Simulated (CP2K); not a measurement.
# GFN2-xTB run of BSnGeH5F2 (SMILES F[B](F)[SnH2][GeH3])

Aim: the energy change on altering one bond length of BSnGeH5F2 at GFN2-xTB, from 2 runs. 

The results are computed with CP2K 2026.2.

4 further runs of the same task are left out: 2 that didn't finish, 2 set aside as unsound or not needed.

## (1) The system as given

BSnGeH5F2 has 10 atoms, charge 0, and is taken as a singlet. SMILES: `F[B](F)[SnH2][GeH3]`. Geometry: a rough force-field guess.

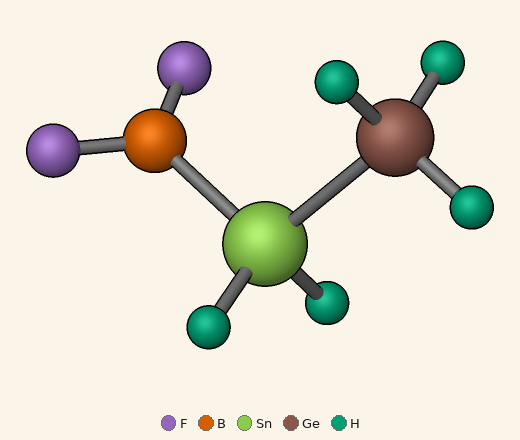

The structure, seen from a chosen angle (fluorine purple, boron orange, tin green, germanium brown, hydrogen teal).

## (2) The energy at GFN2-xTB

Input file molecule.xyz:

```xyz
10

F     -1.907000     0.981900     1.841200
B     -0.521600     0.893400     1.871400
F      0.229000     1.766400     2.708900
Sn     0.567700    -0.614400     0.613100
Ge    -0.042100    -0.169300    -1.896000
H     -0.083700    -2.203500     1.051300
H      2.250400    -0.532900     0.873600
H     -1.538700    -0.215600    -2.101700
H      0.471700     1.267000    -2.218900
H      0.657300    -1.224100    -2.739900
```

Input file calc.inp:

```
&GLOBAL
  PROJECT calc
  RUN_TYPE ENERGY
  PRINT_LEVEL MEDIUM
&END GLOBAL

&FORCE_EVAL
  METHOD QS
  &DFT
    &QS
      METHOD XTB
      EPS_DEFAULT 1.0E-10
      &XTB
        GFN_TYPE TBLITE
        &TBLITE
          METHOD GFN2
        &END TBLITE
        CHECK_ATOMIC_CHARGES F
      &END XTB
    &END QS
    &POISSON
      PERIODIC NONE
      POISSON_SOLVER ANALYTIC
    &END POISSON
    &SCF
      SCF_GUESS ATOMIC
      EPS_SCF 1.0E-07
      MAX_SCF 150
      ADDED_MOS 8
      &DIAGONALIZATION
        ALGORITHM STANDARD
      &END DIAGONALIZATION
      &MIXING
        METHOD DIRECT_P_MIXING
        ALPHA 0.4
      &END MIXING
      &SMEAR ON
        METHOD FERMI_DIRAC
        ELECTRONIC_TEMPERATURE [K] 300
      &END SMEAR
    &END SCF
    &PRINT
      &MOMENTS
        PERIODIC F
        REFERENCE COM
        MAX_MOMENT 1
      &END MOMENTS
      &MO ON
        ENERGIES T
        OCCUPATION_NUMBERS T
        NDIGITS 6
        &EACH
          QS_SCF 0
        &END EACH
        ADD_LAST NUMERIC
      &END MO
      &HIRSHFELD OFF
      &END HIRSHFELD
    &END PRINT
  &END DFT
  &SUBSYS
    &CELL
      ABC 14.2 14 15.4
      PERIODIC NONE
    &END CELL
    &TOPOLOGY
      COORD_FILE_NAME molecule.xyz
      COORD_FILE_FORMAT XYZ
      &CENTER_COORDINATES
      &END CENTER_COORDINATES
    &END TOPOLOGY
  &END SUBSYS
&END FORCE_EVAL
```

Started as:

```bash
$ OMP_NUM_THREADS=1 cp2k.psmp -i calc.inp > calc.out 2>&1
```

Log:

```text
CP2K| version string:                                       CP2K version 2026.2
[...]
 GLOBAL| Method name                                                        CP2K
[...]
 GLOBAL| Run type                                                         ENERGY
[...]
                             - Atoms:                                         10
[...]
                             - Spherical basis functions:                     35
[...]
 Number of electrons:                                                         30
[...]
  *** SCF run converged in    30 steps ***
[...]
  Fermi energy:                                                -0.32281731186222
[...]
 TB_DIPOLE| Moment [Debye]          0.89513197      -1.55899153      -2.39572083
 TB_DIPOLE| Derivative [a.u.]       0.00000000       0.00000000       0.00000000
[...]
 ENERGY| Total FORCE_EVAL ( QS ) energy [hartree]            -17.331344134680737
[...]
```

It took 1.1 s on 1 thread of Intel Xeon 6975P-C (Granite Rapids), shared host; peak memory 0.19 GiB.

## (3) The distorted shape, same level

Input file molecule.xyz:

```xyz
10

F     -1.831922     1.069221     1.924970
B     -0.446522     0.980721     1.955170
F      0.229000     1.766400     2.708900
Sn     0.642778    -0.527079     0.696870
Ge     0.032978    -0.081979    -1.812230
H     -0.008622    -2.116179     1.135070
H      2.325478    -0.445579     0.957370
H     -1.463622    -0.128279    -2.017930
H      0.546778     1.354321    -2.135130
H      0.732378    -1.136779    -2.656130
```

Input file calc.inp:

```
&GLOBAL
    PROJECT calc
    RUN_TYPE ENERGY
    PRINT_LEVEL MEDIUM
&END GLOBAL

&FORCE_EVAL
    METHOD Quickstep
    &DFT
        &QS
            METHOD XTB
            EPS_DEFAULT 1.0E-10
            &XTB
                GFN_TYPE TBLITE
                &TBLITE
                    METHOD GFN2
                &END TBLITE
                CHECK_ATOMIC_CHARGES F
            &END XTB
        &END QS
        &POISSON
            PERIODIC NONE
            POISSON_SOLVER ANALYTIC
        &END POISSON
        &SCF
            SCF_GUESS ATOMIC
            EPS_SCF 1.0E-07
            MAX_SCF 150
            ADDED_MOS 8
            &DIAGONALIZATION
                ALGORITHM STANDARD
            &END DIAGONALIZATION
            &MIXING
                METHOD DIRECT_P_MIXING
                ALPHA 0.4
            &END MIXING
            &SMEAR ON
                METHOD FERMI_DIRAC
                ELECTRONIC_TEMPERATURE [K] 300
            &END SMEAR
        &END SCF
        &PRINT
            &MOMENTS
                PERIODIC F
                REFERENCE COM
                MAX_MOMENT 1
            &END MOMENTS
            &MO ON
                ENERGIES T
                OCCUPATION_NUMBERS T
                NDIGITS 6
                &EACH
                    QS_SCF 0
                &END EACH
                ADD_LAST NUMERIC
            &END MO
            &HIRSHFELD OFF
            &END HIRSHFELD
        &END PRINT
    &END DFT
    &SUBSYS
        &CELL
            ABC 14.2 13.9 15.4
            PERIODIC NONE
        &END CELL
        &TOPOLOGY
            COORD_FILE_NAME molecule.xyz
            COORD_FILE_FORMAT XYZ
            &CENTER_COORDINATES
            &END CENTER_COORDINATES
        &END TOPOLOGY
    &END SUBSYS
&END FORCE_EVAL
```

Started as:

```bash
$ OMP_NUM_THREADS=1 cp2k.psmp -i calc.inp > calc.out 2>&1
```

Log:

```text
CP2K| version string:                                       CP2K version 2026.2
[...]
 GLOBAL| Method name                                                        CP2K
[...]
 GLOBAL| Run type                                                         ENERGY
[...]
                             - Atoms:                                         10
[...]
                             - Spherical basis functions:                     35
[...]
 Number of electrons:                                                         30
[...]
  *** SCF run converged in    30 steps ***
[...]
  Fermi energy:                                                -0.30339024079642
[...]
 TB_DIPOLE| Moment [Debye]          1.12892656      -1.00283123      -1.71471454
 TB_DIPOLE| Derivative [a.u.]       0.00000000       0.00000000       0.00000000
[...]
 ENERGY| Total FORCE_EVAL ( QS ) energy [hartree]            -17.339451046615064
[...]
```

Wall time 1.1 s (1 thread of Intel Xeon 6975P-C (Granite Rapids), shared host); peak memory 0.18 GiB.

## (4) Results

Level: GFN2-xTB.

| quantity | value |
| --- | --- |
| first shape: total energy | -17.33134 Eh |
| first shape: dipole moment (from atomic charges alone) | 3.00 D |
| first shape: HOMO energy | -11.13 eV |
| first shape: LUMO energy | -7.89 eV |
| first shape: HOMO–LUMO gap | 3.24 eV |
| distorted shape: total energy | -17.33945 Eh |
| distorted shape: dipole moment (from atomic charges alone) | 2.28 D |
| distorted shape: HOMO energy | -10.96 eV |
| distorted shape: LUMO energy | -7.36 eV |
| distorted shape: HOMO–LUMO gap | 3.60 eV |
| energy change with the B2–F3 bond shortened from 1.424 to 1.281 Å | -0.221 eV |

What this shows: With the B2–F3 bond shortened from 1.424 to 1.281 Å the energy falls by 0.22 eV (5.1 kcal/mol). The first shape isn't relaxed at this level, so the change isn't measured from a minimum. The dipole (first shape) comes from point charges on the atoms alone, without atomic dipoles, so it is partial. The dipole (distorted shape) comes from point charges on the atoms alone, without atomic dipoles, so it is partial.
